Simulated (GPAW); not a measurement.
# Surface energy and work function of Al(111) from slabs of 3 to 12 layers (LDA)

How do energy and work function of Al(111) films settle with thickness, and what surface energy follows?

**Method.** GPAW 26.7.0, plane waves at 450 eV with PAW setups; symmetric 1×1 slabs cut at the tabulated lattice constant (two decimals; low-temperature values for the alkali metals), atoms at bulk places, 7.5 Å of vacuum on each side, one in-plane mesh for all thicknesses, Fermi-Dirac smearing of 0.1 eV. Energies are extrapolated to zero smearing and count from the program's reference atoms. Functional LDA. The cell's area is 7.102 Å².

What came out, but for one run:

```tsv
layers	energy (eV)	work function (eV)
3	−11.6645	4.04
4	−15.7899	4.22
5	−19.9748	4.28
6	−24.1553	4.22
7	−28.3155	4.21
8	−32.4984	4.26
9	−36.6786	4.23
10	−40.8401	4.20
11	−45.0044	4.24
12	?	?
```

To predict: What surface energy do these runs give, and what energy and work function should the 12-layer slab have?

**Working.** A slab of n layers has E(n) = nε + 2Aγ once its middle is bulk-like. A line through n = 6 to 11 has the slope ε = −4.1714 eV a layer and the intercept 2Aγ = 0.8750 eV (r.m.s. residual 6.5 meV). So γ = 0.8750 / (2 × 7.102 Å²) = 0.0616 eV/Å² = 0.99 J/m², with a standard error of about 0.02 J/m² from the scatter about the line. For 12 layers: 0.8750 + 12 × (−4.1714) = −49.182 eV; the run gives −49.180 eV, 1.6 meV over the line. The work function has no such law: from 6 to 11 layers it moves between 4.20 and 4.26 eV (mean 4.23), and the 12-layer slab gives 4.24 eV. The thinnest slab, 3 layers, lies −0.19 eV from that mean. The values go up and down with thickness, as expected where levels confined across the film cross the Fermi level one by one. The measured value for this face is 4.32 eV (“Properties of real metallic surfaces: Effects of density functional semilocality and van der Waals nonlocality” (2017, arxiv:1702.08515)); the unrelaxed 12-layer slab lies 0.08 eV under it.

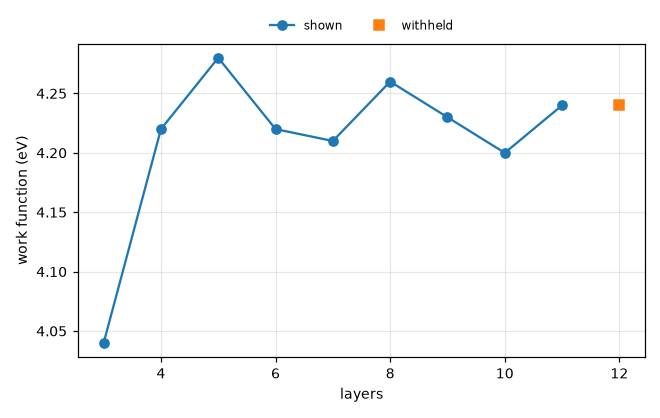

Work function against thickness.

Caveats: The surfaces are unrelaxed, so γ is an upper bound for this functional and lattice constant. The tabulated lattice constant isn't the functional's own, which strains the slab a little.

[Logs are printed without paths, hosts, clocks, repeated set-up lines and the standing remarks that a program may print on its own settings, such as how far it seeks lower states.]
